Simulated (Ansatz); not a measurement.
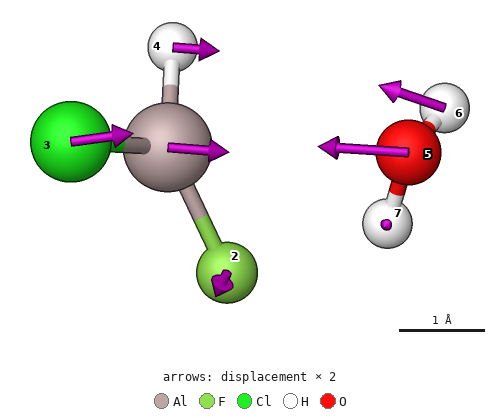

A relaxation of AlH₃OClF. The starting structure is drawn; purple arrows show the displacements, magnified 2 times. The two geometries are superimposed by the best rigid fit.

The picture is a ball-and-stick view, seen from a free direction.

The run prepares an end point of a later path (reaction) calculation, from a guessed geometry.

These are results of RKS PBE-D4/cc-pVDZ in Ansatz, not measurements.

Input
```yaml
crystal:
  periodic: [false, false, false]
  atoms:
    - { symbol: Al, position_ang: [0.107486, 0.284288, -0.130576] }
    - { symbol: F, position_ang: [0.11984, 0.278098, 1.570604] }
    - { symbol: Cl, position_ang: [1.907956, 0.798377, -1.132868] }
    - { symbol: H, position_ang: [-1.283063, 0.1187, -0.8632] }
    - { symbol: O, position_ang: [0.41398, -2.474548, 0.889524] }
    - { symbol: H, position_ang: [-0.491634, -2.841744, 0.79367] }
    - { symbol: H, position_ang: [0.312435, -1.833772, 1.647045] }
basis:
  gaussian: { orbitals: cc-pVDZ }
hamiltonian:
  xc: pbe
  dispersion: d4
relax:
  f_tol: 0.03
  max_steps: 50
```

Launched with:
```bash
ansatz run input.yaml --threads 1 --pin off --max-ram 2048MiB --backend cpu --events-out ev --progress --plain --runs-dir out
```

**What did the optimiser do to the structure, and how much energy did it gain?**

O5 moves most after the best rigid fit: 0.56 Å. Largest moves by element: O 0.56 Å, H 0.43 Å, Cl 0.38 Å, Al 0.37 Å, F 0.20 Å. Some distances before and after: Al1–O5 2.957 → 2.042 Å, Al1–F2 1.701 → 1.727 Å, Al1–Cl3 2.124 → 2.148 Å, Al1–H4 1.580 → 1.592 Å. New bonds form, among them: Al1–O5 (2.96 → 2.04 Å). Bond angles that change, for instance: Cl3–Al1–H4 123.5° → 120.0°, H6–O5–H7 102.7° → 105.7°, F2–Al1–Cl3 117.8° → 115.4°. The energy falls by 66.0 kJ/mol in 8 geometry steps. The largest force component goes from 0.91 to 0.027 eV/Å. Cost: 18 s on 1 thread of AMD EPYC 7R43 64-Core Processor (Zen 3), on a shared host, peak memory 0.16 GiB.
